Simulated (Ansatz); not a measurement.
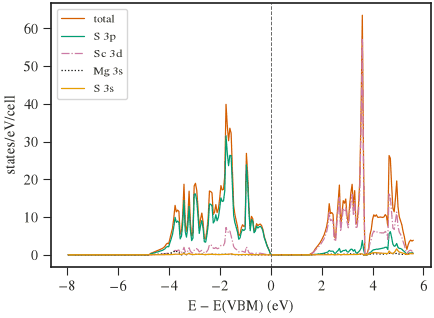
Figure. Total and projected density of states of MgSc₂S₄ (spinel, Fd-3m), plane-wave PAW PBEsol (Ansatz code)

Which orbitals carry the states next to the gap?

Top 1 eV of the valence band: S 3p 92 %, Sc 3d 6 %. Bottom 1 eV of the conduction band: Sc 3d 82 %, S 3p 8 %, outside the projected shells 6 %. Projections are on Löwdin-orthogonalised atomic valence shells; empty p or d shells of many metals are not among them.

Where is the tallest occupied peak in this window, and what makes it?

Near -1.8 eV, about 40 states/eV per cell; the largest projected share is S 3p.

The first step of the workflow began from a Materials Project structure, measured or hypothetical; the Crystallography Open Database files this formula in space group No. 227, but the cells were not matched. Whether it is the stable phase at ambient conditions was not checked. Symmetry was held in the PBEsol relaxation; its stability against distortions is not shown here. No spin polarisation was allowed.

Potentials: the later of the program's two PAW sets.
